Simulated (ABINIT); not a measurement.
## Si: geometry relaxation (part 3 of 5)

The same run, continued: Si (2 atoms in the cell); Kohn-Sham DFT of a periodic cell, PBE with D3(BJ), JTH PAW PBE v2.0, no spin polarisation (ABINIT 10.8.3); cutoff 408.17 eV, 11×8×1 k-mesh, fermi-dirac of 0.05 eV. 

Geometry of the input (Å; fractional positions):
```
2.4457  0.0000  -0.0000
0.0000  3.3705  -0.0000
-0.0000  -0.0000  27.4086
Si 0.0000  0.0000  0.3206
Si 0.5000  0.5000  0.2631
```

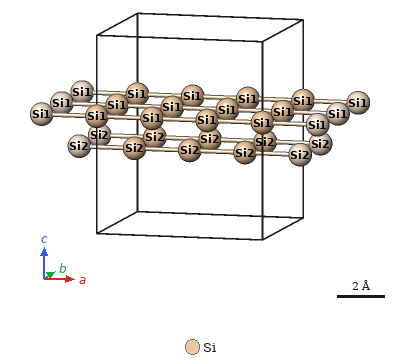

The structure as given in the input (ball-and-stick view of the 3 × 2 repeat of the cell, with the vacuum cut short, seen slightly off an axis; neighbours outside the cell are drawn fainter; atoms are numbered from 1 in the order of the input). An atom can appear more than once, as a periodic image.

### The program's output, continued
```
--- !ResultsGS
iteration_state: {dtset: 1, itime: 5, icycle: 1, }
comment   : Summary of ground state results
lattice_vectors:
- [  4.6216465,   0.0000000,   0.0000000, ]
- [  0.0000000,   6.3692841,   0.0000000, ]
- [  0.0000000,   0.0000000,  51.7948042, ]
lattice_lengths: [   4.62165,    6.36928,   51.79480, ]
lattice_angles: [ 90.000,  90.000,  90.000, ] # degrees, (23, 13, 12)
lattice_volume:   1.5246619E+03
convergence: {deltae: -1.960E-09, res2:  4.113E-10, residm:  5.081E-09, diffor: null, }
etotal    :  -7.92784412E+00
entropy   :   0.00000000E+00
fermie    :  -1.08967357E-01
cartesian_stress_tensor: # hartree/bohr^3
- [  3.42128682E-06,   0.00000000E+00,   0.00000000E+00, ]
- [  0.00000000E+00,   1.79927569E-05,   0.00000000E+00, ]
- [  0.00000000E+00,   0.00000000E+00,  -4.44427845E-06, ]
pressure_GPa:  -1.6642E-01
xred      :
- [  1.7033E-10,   1.7073E-10,   3.2129E-01, Si]
- [  5.0000E-01,   5.0000E-01,   2.6247E-01, Si]
cartesian_forces: # hartree/bohr
- [ -0.00000000E+00,   1.98166297E-29,   2.11712957E-03, ]
- [ -0.00000000E+00,  -1.98166297E-29,  -2.11712957E-03, ]
force_length_stats: {min:   2.11712957E-03, max:   2.11712957E-03, mean:   2.11712957E-03, }
...

 Integrated electronic density in atomic spheres:
 ------------------------------------------------
 Atom  Sphere_radius  Integrated_density
    1        1.90945          1.47231219
    2        1.90945          1.47162605

---OUTPUT-----------------------------------------------------------------------

 Cartesian coordinates (xcart) [bohr]
  7.87221594991565E-10  1.08741576353847E-09  1.66410265989169E+01
  2.31082324638722E+00  3.18464205533742E+00  1.35947082929009E+01
 Reduced coordinates (xred)
  1.70333580573612E-10  1.70728098325412E-10  3.21287566805701E-01
  5.00000000170334E-01  5.00000000170728E-01  2.62472433590347E-01
 Cartesian forces (fcart) [Ha/bohr]; max,rms= 2.11713E-03 1.22233E-03 (free atoms)
 -0.00000000000000E+00  1.98166297318910E-29  2.11712957479108E-03
 -0.00000000000000E+00 -1.98166297318910E-29 -2.11712957479108E-03
 Gradient of E wrt nuclear positions in reduced coordinates (gred)
 -0.00000000000000E+00 -1.26217744835362E-28 -1.09656311689018E-01
  0.00000000000000E+00  1.26217744835362E-28  1.09656311689018E-01
 Total energy (etotal) [Ha]= -7.92784411642337E+00

 Difference of energy with previous step (new-old):
           Absolute (Ha)=-1.35032E-05
           Relative     =-1.70326E-06

--- Iteration: ( 6/60) Internal Cycle: (1/1)
--------------------------------------------------------------------------------

---SELF-CONSISTENT-FIELD CONVERGENCE--------------------------------------------

--- !BeginCycle
iteration_state: {dtset: 1, itime: 6, icycle: 1, }
solver: {iscf: 17, nstep: 120, nline: 4, wfoptalg: 10, }
tolerances: {tolvrs: 1.00E-09, }
...

     iter   Etot(hartree)      deltaE(h)  residm     nres2
 ETOT  1  -7.9278750957017    -7.928E+00 2.283E-06 1.061E-03
 ETOT  2  -7.9278809384047    -5.843E-06 7.786E-08 3.103E-05
 ETOT  3  -7.9278824526703    -1.514E-06 7.749E-07 2.639E-05
 ETOT  4  -7.9278816076033     8.451E-07 4.967E-07 5.191E-07
 ETOT  5  -7.9278816951906    -8.759E-08 1.370E-08 5.851E-07
 ETOT  6  -7.9278816457711     4.942E-08 5.937E-09 4.865E-07
 ETOT  7  -7.9278815747907     7.098E-08 8.975E-09 5.820E-07
 ETOT  8  -7.9278815348300     3.996E-08 2.414E-09 5.861E-07
 ETOT  9  -7.9278815000305     3.480E-08 2.455E-09 6.251E-07
 ETOT 10  -7.9278817525241    -2.525E-07 1.034E-07 4.387E-07
 ETOT 11  -7.9278816826752     6.985E-08 9.726E-09 4.944E-07
 ETOT 12  -7.9278815914806     9.119E-08 1.592E-08 5.571E-07
 ETOT 13  -7.9278821365966    -5.451E-07 6.678E-07 1.879E-07
 ETOT 14  -7.9278822871097    -1.505E-07 3.143E-07 6.124E-08
 ETOT 15  -7.9278822969970    -9.887E-09 3.298E-08 5.682E-08
 ETOT 16  -7.9278822985027    -1.506E-09 1.891E-09 5.521E-08
 ETOT 17  -7.9278820088102     2.897E-07 6.500E-07 2.333E-07
 ETOT 18  -7.9278821798920    -1.711E-07 1.524E-07 1.138E-07
 ETOT 19  -7.9278822329658    -5.307E-08 1.151E-07 6.192E-08
 ETOT 20  -7.9278818329741     4.000E-07 6.696E-07 3.588E-07
 ETOT 21  -7.9278819487468    -1.158E-07 2.995E-08 2.853E-07
 ETOT 22  -7.9278820834552    -1.347E-07 5.950E-08 1.812E-07
 ETOT 23  -7.9278818551900     2.283E-07 1.668E-07 3.484E-07
 ETOT 24  -7.9278819973031    -1.421E-07 6.926E-08 2.399E-07
 ETOT 25  -7.9278821346348    -1.373E-07 1.248E-07 1.322E-07
 ETOT 26  -7.9278823052027    -1.706E-07 5.613E-07 9.879E-10

 At SCF step   26       nres2   =  9.88E-10 < tolvrs=  1.00E-09 =>converged.

 Cartesian components of stress tensor (hartree/bohr^3)
  sigma(1 1)=  5.34066717E-06  sigma(3 2)=  0.00000000E+00
  sigma(2 2)=  1.92350557E-05  sigma(3 1)=  0.00000000E+00
  sigma(3 3)=  4.15115064E-07  sigma(2 1)=  0.00000000E+00

--- !ResultsGS
iteration_state: {dtset: 1, itime: 6, icycle: 1, }
comment   : Summary of ground state results
lattice_vectors:
- [  4.6216465,   0.0000000,   0.0000000, ]
- [  0.0000000,   6.3692841,   0.0000000, ]
- [  0.0000000,   0.0000000,  51.7948042, ]
lattice_lengths: [   4.62165,    6.36928,   51.79480, ]
lattice_angles: [ 90.000,  90.000,  90.000, ] # degrees, (23, 13, 12)
lattice_volume:   1.5246619E+03
convergence: {deltae: -1.706E-07, res2:  9.879E-10, residm:  5.613E-07, diffor: null, }
etotal    :  -7.92788231E+00
entropy   :   0.00000000E+00
fermie    :  -1.06312119E-01
cartesian_stress_tensor: # hartree/bohr^3
- [  5.34066717E-06,   0.00000000E+00,   0.00000000E+00, ]
- [  0.00000000E+00,   1.92350557E-05,   0.00000000E+00, ]
- [  0.00000000E+00,   0.00000000E+00,   4.15115064E-07, ]
pressure_GPa:  -2.4509E-01
xred      :
- [  1.7033E-10,   1.7073E-10,   3.2170E-01, Si]
- [  5.0000E-01,   5.0000E-01,   2.6206E-01, Si]
cartesian_forces: # hartree/bohr
- [ -5.46202506E-30,  -0.00000000E+00,  -4.54257030E-04, ]
- [  5.46202506E-30,  -0.00000000E+00,   4.54257030E-04, ]
force_length_stats: {min:   4.54257030E-04, max:   4.54257030E-04, mean:   4.54257030E-04, }
...

 Integrated electronic density in atomic spheres:
 ------------------------------------------------
 Atom  Sphere_radius  Integrated_density
    1        1.90945          1.47067204
    2        1.90945          1.47891355

---OUTPUT-----------------------------------------------------------------------

 Cartesian coordinates (xcart) [bohr]
  7.87221594991565E-10  1.08741576353847E-09  1.66625103537425E+01
  2.31082324638722E+00  3.18464205533742E+00  1.35732245380753E+01
 Reduced coordinates (xred)
  1.70333580573612E-10  1.70728098325412E-10  3.21702352712853E-01
  5.00000000170334E-01  5.00000000170728E-01  2.62057647683195E-01
 Cartesian forces (fcart) [Ha/bohr]; max,rms= 4.54257E-04 2.62265E-04 (free atoms)
 -5.46202506295932E-30 -0.00000000000000E+00 -4.54257029899389E-04
  5.46202506295932E-30 -0.00000000000000E+00  4.54257029899389E-04
 Gradient of E wrt nuclear positions in reduced coordinates (gred)
  2.52435489670724E-29  0.00000000000000E+00  2.35281538979446E-02
 -2.52435489670724E-29 -0.00000000000000E+00 -2.35281538979446E-02
 Total energy (etotal) [Ha]= -7.92788230520270E+00

 Difference of energy with previous step (new-old):
           Absolute (Ha)=-3.81888E-05
           Relative     =-4.81703E-06

 At Broyd/MD step   6, gradients are converged :
  max grad (force/stress) = 4.5426E-04 < tolmxf= 5.0000E-04 ha/bohr (free atoms)

================================================================================

 ----iterations are completed or convergence reached----

 Mean square residual over all n,k,spin=   11.659E-09; max=  56.130E-08
   0.0000  0.0000  0.0000    1  1.28246E-07 kpt; spin; max resid(k); each band:
  2.28E-10 8.46E-10 6.10E-10 1.39E-12 1.26E-09 1.80E-08 1.28E-07 1.34E-11
   0.0909  0.0000  0.0000    1  1.35703E-07 kpt; spin; max resid(k); each band:
  2.16E-10 8.37E-10 6.17E-10 1.35E-12 1.25E-09 1.82E-08 1.36E-07 1.37E-11
   0.1818  0.0000  0.0000    1  1.85939E-08 kpt; spin; max resid(k); each band:
  2.16E-10 8.17E-10 2.14E-10 1.25E-12 9.43E-10 1.44E-10 1.86E-08 2.78E-12
   0.2727  0.0000  0.0000    1  1.92736E-08 kpt; spin; max resid(k); each band:
  1.82E-10 7.93E-10 1.66E-10 2.47E-10 1.12E-12 1.05E-09 9.28E-11 1.93E-08
   0.3636  0.0000  0.0000    1  7.65023E-10 kpt; spin; max resid(k); each band:
  1.69E-10 2.58E-10 1.41E-10 1.89E-10 1.02E-12 5.85E-11 7.65E-10 9.69E-11
   0.4545  0.0000  0.0000    1  4.35641E-10 kpt; spin; max resid(k); each band:
  1.59E-10 1.25E-10 1.34E-10 7.83E-11 2.51E-10 1.26E-12 4.36E-10 9.07E-12
   0.0000  0.1250  0.0000    1  1.17196E-07 kpt; spin; max resid(k); each band:
  2.55E-10 8.07E-10 1.71E-10 6.63E-10 1.15E-09 4.63E-09 7.37E-08 1.17E-07
   0.0909  0.1250  0.0000    1  1.22112E-07 kpt; spin; max resid(k); each band:
  2.46E-10 7.97E-10 1.71E-10 6.60E-10 4.09E-09 1.07E-09 7.02E-08 1.22E-07
   0.1818  0.1250  0.0000    1  7.88733E-08 kpt; spin; max resid(k); each band:
  2.17E-10 7.82E-10 1.73E-10 4.95E-10 9.29E-10 6.72E-10 1.23E-08 7.89E-08
   0.2727  0.1250  0.0000    1  4.96333E-09 kpt; spin; max resid(k); each band:
  1.89E-10 5.98E-10 1.62E-10 4.13E-10 4.20E-11 2.33E-10 4.96E-09 1.27E-09
   0.3636  0.1250  0.0000    1  2.07346E-09 kpt; spin; max resid(k); each band:
  1.69E-10 3.76E-10 2.41E-10 6.32E-11 2.26E-10 4.23E-11 3.56E-10 2.07E-09
   0.4545  0.1250  0.0000    1  3.31359E-10 kpt; spin; max resid(k); each band:
  1.53E-10 1.27E-10 1.45E-10 1.03E-10 6.04E-11 3.31E-10 9.38E-11 2.83E-10
   0.0000  0.2500  0.0000    1  5.61297E-07 kpt; spin; max resid(k); each band:
  2.19E-10 6.46E-10 4.44E-10 5.93E-10 3.86E-10 1.03E-08 8.45E-08 5.61E-07
   0.0909  0.2500  0.0000    1  5.35937E-07 kpt; spin; max resid(k); each band:
  2.14E-10 6.33E-10 4.44E-10 5.91E-10 3.83E-10 8.80E-09 9.44E-08 5.36E-07
   0.1818  0.2500  0.0000    1  1.62024E-07 kpt; spin; max resid(k); each band:
  2.01E-10 6.18E-10 3.64E-10 5.88E-10 3.77E-10 8.56E-10 9.50E-09 1.62E-07
   0.2727  0.2500  0.0000    1  4.20656E-09 kpt; spin; max resid(k); each band:
  1.87E-10 5.75E-10 3.34E-10 4.25E-10 8.77E-11 3.71E-10 1.43E-10 4.21E-09
   0.3636  0.2500  0.0000    1  5.40953E-10 kpt; spin; max resid(k); each band:
  1.86E-10 1.34E-10 7.95E-11 1.15E-10 4.28E-10 9.05E-11 4.21E-10 5.41E-10
   0.4545  0.2500  0.0000    1  3.02041E-10 kpt; spin; max resid(k); each band:
  1.28E-10 9.53E-11 2.02E-10 1.47E-10 1.24E-10 3.02E-10 2.06E-10 2.07E-10
   0.0000  0.3750  0.0000    1  1.53966E-07 kpt; spin; max resid(k); each band:
  2.04E-10 3.12E-10 8.29E-10 2.33E-10 4.03E-10 3.62E-10 1.49E-08 1.54E-07
   0.0909  0.3750  0.0000    1  1.83016E-07 kpt; spin; max resid(k); each band:
  2.02E-10 3.10E-10 8.21E-10 2.33E-10 4.05E-10 3.60E-10 1.48E-08 1.83E-07
   0.1818  0.3750  0.0000    1  2.15288E-08 kpt; spin; max resid(k); each band:
  1.96E-10 3.01E-10 7.80E-10 1.88E-10 2.81E-10 6.42E-10 4.29E-10 2.15E-08
   0.2727  0.3750  0.0000    1  3.41531E-10 kpt; spin; max resid(k); each band:
  1.87E-10 2.62E-10 1.47E-10 2.12E-10 5.91E-11 3.30E-10 9.44E-11 3.42E-10
   0.3636  0.3750  0.0000    1  4.53716E-10 kpt; spin; max resid(k); each band:
  1.52E-10 1.84E-10 1.47E-10 4.08E-11 1.58E-10 1.70E-10 4.54E-10 3.35E-10
   0.4545  0.3750  0.0000    1  1.70357E-10 kpt; spin; max resid(k); each band:
  8.17E-11 2.68E-11 1.60E-10 9.95E-11 1.01E-10 3.80E-11 1.70E-10 1.14E-10
   0.0000  0.5000  0.0000    1  1.22040E-08 kpt; spin; max resid(k); each band:
  2.23E-10 2.23E-10 8.65E-10 8.64E-10 2.32E-10 2.33E-10 1.21E-08 1.22E-08
   0.0909  0.5000  0.0000    1  1.14579E-08 kpt; spin; max resid(k); each band:
  2.21E-10 2.21E-10 8.51E-10 8.50E-10 2.30E-10 2.30E-10 1.14E-08 1.15E-08
   0.1818  0.5000  0.0000    1  2.95051E-10 kpt; spin; max resid(k); each band:
  2.07E-10 2.07E-10 1.73E-10 1.73E-10 2.25E-10 2.26E-10 2.95E-10 2.91E-10
   0.2727  0.5000  0.0000    1  3.09805E-10 kpt; spin; max resid(k); each band:
  1.97E-10 1.97E-10 1.03E-10 1.03E-10 1.23E-10 1.23E-10 3.09E-10 3.10E-10
   0.3636  0.5000  0.0000    1  3.54997E-10 kpt; spin; max resid(k); each band:
  1.52E-10 1.52E-10 1.03E-10 1.03E-10 1.04E-10 1.04E-10 3.54E-10 3.55E-10
   0.4545  0.5000  0.0000    1  9.64329E-11 kpt; spin; max resid(k); each band:
  5.02E-11 5.03E-11 8.08E-11 8.09E-11 6.39E-11 6.39E-11 9.63E-11 9.64E-11
 reduced coordinates (array xred) for    2 atoms
       0.000000000170      0.000000000171      0.321702352713
       0.500000000170      0.500000000171      0.262057647683
 rms dE/dt=  1.3584E-02; max dE/dt=  2.3528E-02; dE/dt below (all hartree)
    1       0.000000000000      0.000000000000      0.023528153898
    2       0.000000000000      0.000000000000     -0.023528153898

 cartesian coordinates (angstrom) at end:
    1      0.00000000041658     0.00000000057544     8.81742074965396
    2      1.22283499958342     1.68523999942456     7.18264109914603

 cartesian forces (hartree/bohr) at end:
    1     -0.00000000000000    -0.00000000000000    -0.00045425702990
    2      0.00000000000000    -0.00000000000000     0.00045425702990
 frms,max,avg= 2.6226542E-04 4.5425703E-04   0.000E+00  0.000E+00  0.000E+00 h/b
```
